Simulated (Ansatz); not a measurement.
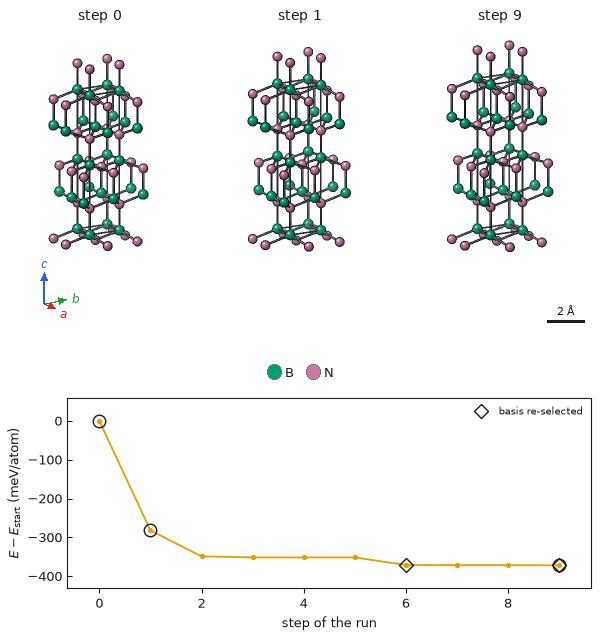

Frames of a relaxation of a crystal of BN (built on the 4H polytype type), marked on the history of the run. The picture is a ball-and-stick view of the cell of the calculation, seen slightly off an axis.

Theory: Ansatz 0.2.0, DFT, PBE, plane waves, PAW.

Input file:
```yaml
crystal:
  lattice:
    - [2.3841700163, 0.0, 0.0]
    - [-1.1920850082, 2.0647518011, 0.0]
    - [0.0, 0.0, 7.7866992733]
  atoms:
    - { symbol: B, position: [0.0, 0.0, 0.0] }
    - { symbol: B, position: [0.3333333333, 0.6666666667, 0.25] }
    - { symbol: B, position: [0.0, 0.0, 0.5] }
    - { symbol: B, position: [0.6666666667, 0.3333333333, 0.75] }
    - { symbol: "N", position: [0.0, 0.0, 0.1875] }
    - { symbol: "N", position: [0.3333333333, 0.6666666667, 0.4375] }
    - { symbol: "N", position: [0.0, 0.0, 0.6875] }
    - { symbol: "N", position: [0.6666666667, 0.3333333333, 0.9375] }
kpoints:
  mp_grid: { grid: [12, 12, 4] }
hamiltonian:
  xc: pbe
scf:
  occupations: { method: fermi_dirac, width: 0.02 }
relax:
  f_tol: 0.005
  cell: {}
```

Launched with:
```bash
ansatz run input.yaml --threads 2 --pin off --max-ram 29491MiB --backend cpu --events-out ev --progress --plain --runs-dir out
```

Question: What happens along the run?

Answer: The largest moves relative to the cell, 0.004 Å, are those of N5 and N7. N7 goes along −c. Largest moves by element: N 0.004 Å, B 0.003 Å. Cell: a = b 2.384 → 2.558 Å (+7.3 %), c 7.787 → 8.409 Å (+8.0 %). Volume +24.4 %. Some distances before and after: B2–N6 1.460 → 1.583 Å, B1–N5 1.460 → 1.569 Å. The space group stays P6_3mc (No. 186). After 7 accepted moves (9 points after the start) the energy has fallen by 372 meV per atom. The largest force component goes from 0.31 to 0.0038 eV/Å. The pressure goes from 120.59 to 0.05 GPa. The SCF was repeated twice at an unchanged geometry on a basis and grid sized afresh for the cell, which shifted the energy by 19.6 meV per atom at most. From step 0 to 1: volume +11.8 %, energy −282 meV per atom. From step 1 to 9: volume +11.2 %, energy −90.0 meV per atom.

| step | E − E(0), meV/atom | largest force component, eV/Å | pressure, GPa | volume, Å³/atom | note |
| --- | --- | --- | --- | --- | --- |
| 0 | 0.00 | 0.3088 | 120.59 | 4.791 |  |
| 1 | -282.13 | 0.1022 | 46.33 | 5.357 |  |
| 2 | -348.91 | 0.0609 | -6.91 | 5.994 |  |
| 3 | -351.59 | 0.0243 | -0.70 | 5.902 |  |
| 4 | -351.67 | 0.0081 | 0.00 | 5.893 |  |
| 5 | -351.67 | 0.0005 | 0.00 | 5.893 |  |
| 6 | -371.22 | 0.0030 | 4.27 | 5.893 | same geometry, new basis |
| 7 | -371.67 | 0.0027 | 0.32 | 5.954 |  |
| 8 | -371.64 | 0.0037 | 0.01 | 5.958 |  |
| 9 | -372.11 | 0.0038 | 0.05 | 5.958 | same geometry, new basis |
